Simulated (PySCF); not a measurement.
NMR shielding calculation, with input and output: P$_{2}$H$_{3}$F$_{2}$ (charge +1)

System: P$_{2}$H$_{3}$F$_{2}$, charge +1.
Method: GIAO PBE0/pcSseg-1 NMR shielding, non-relativistic, gas phase (PySCF 2.14.0).

The geometry comes from this level: PBE0-D3(BJ)/def2-SVP. Figures and captions count atoms from 1; the log counts them from 0 in places.

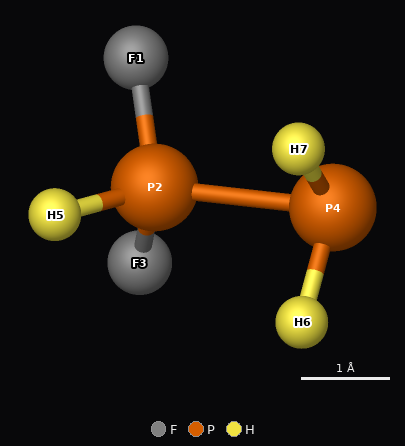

**Figure 1.** The structure (ball-and-stick view, seen at a tilt; atoms are numbered from 1 in the order of the input). Bond lengths as drawn: F–P 1.55 Å, H–P 1.41 to 1.43 Å and P–P 2.16 Å.

**Input**
```
{"job": {"kind": "nmr", "xc": "PBE0", "basis": "pcSseg-1"}, "charge": 1, "multiplicity": 1}
F     -1.297221     1.399739    -0.493569
P     -0.694680     0.060442    -0.002421
F     -1.523114    -1.064487    -0.670297
P      1.348324    -0.076134    -0.700459
H     -1.046458    -0.006022     1.362297
H      1.526519    -1.215054     0.149389
H      1.721005     0.872560     0.305354
```

The first line tells a small driver script what to run in PySCF; the rest is the geometry in Å.

Run on 1 CPU thread, shared host.

Launch command:
```bash
OMP_NUM_THREADS=1 python <driver script> task.json out
```

**The program's output**
```
coarse grid: 7280 points
cycle   1  E = -883.2993876158  dE =  8.479e-01  |g| = 7.182e-01  |ddm| = 2.414e+00
cycle   2  E = -883.1792216781  dE =  1.202e-01  |g| = 1.151e+00  |ddm| = 1.353e+00
cycle   3  E = -883.4014823098  dE = -2.223e-01  |g| = 8.219e-02  |ddm| = 7.624e-01
cycle   4  E = -883.4024631319  dE = -9.808e-04  |g| = 2.106e-02  |ddm| = 8.404e-02
cycle   5  E = -883.4025542951  dE = -9.116e-05  |g| = 7.147e-03  |ddm| = 3.515e-02
cycle   6  E = -883.4025696837  dE = -1.539e-05  |g| = 9.021e-04  |ddm| = 1.271e-02
cycle   7  E = -883.4025699111  dE = -2.275e-07  |g| = 3.115e-04  |ddm| = 1.699e-03
final grid: 63176 points
cycle   8  E = -883.4369262797  dE = -1.491e-05  |g| = 2.478e-03  |ddm| = 1.553e-02
cycle   9  E = -883.4369258908  dE =  3.889e-07  |g| = 3.159e-03  |ddm| = 5.220e-03
cycle  10  E = -883.4369275991  dE = -1.708e-06  |g| = 4.608e-04  |ddm| = 2.354e-03
cycle  11  E = -883.4369276345  dE = -3.547e-08  |g| = 5.521e-05  |ddm| = 4.622e-04
cycle  12  E = -883.4369276351  dE = -5.939e-10  |g| = 2.852e-05  |ddm| = 7.077e-05
```

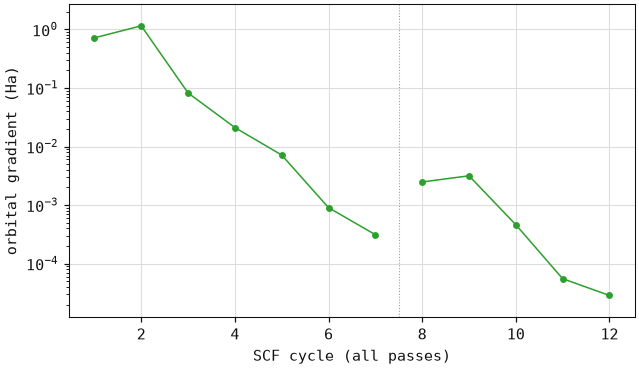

**Figure 2.** Convergence of the self-consistent field: orbital gradient against the SCF cycle. The dotted line marks the change from a coarse to the final integration grid. The first 7 cycles use a coarse grid, the final grid takes over at cycle 8, and the field converges after 12 cycles in all.

```
converged SCF energy = -883.4369276351

GIAO shielding tensors (ppm)
atom      isotropic    diamagn.    paramagn.     s11        s22        s33       span
  0 F      259.161     468.397    -209.236    133.018    275.954    368.511    235.493
  1 P      154.059     963.120    -809.061     70.469    129.150    262.558    192.089
  2 F      259.277     468.382    -209.105    133.166    275.819    368.845    235.679
  3 P      507.646     964.327    -456.681    448.918    473.286    600.734    151.815
  4 H       22.153      25.686      -3.533     18.611     19.497     28.351      9.740
  5 H       27.221      26.935       0.286     22.664     24.428     34.571     11.907
  6 H       27.220      26.945       0.276     22.666     24.419     34.575     11.909
```

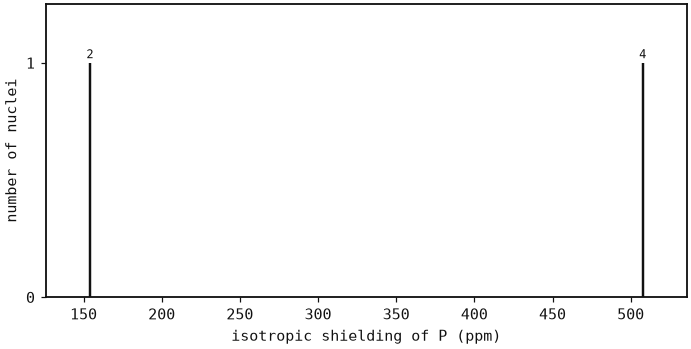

**Figure 3.** Isotropic shieldings of the phosphorus nuclei in this fixed geometry, labelled by atom number; shielding grows to the right, so chemical shift grows to the left. The least shielded is P2 (154.1 ppm), the most shielded P4 (507.6 ppm).

**Results in brief**

| quantity | value |
| --- | --- |
| outcome | converged |
| total energy | −883.436928 hartree |
| HOMO | −14.68 eV |
| LUMO | −6.95 eV |
| isotropic shielding, F | 259.2 to 259.3 ppm |
| isotropic shielding, P | 154.1 to 507.6 ppm |
| isotropic shielding, H | 22.2 to 27.2 ppm |
| wall time | 4.5 s |
| peak memory | 0.43 GiB |
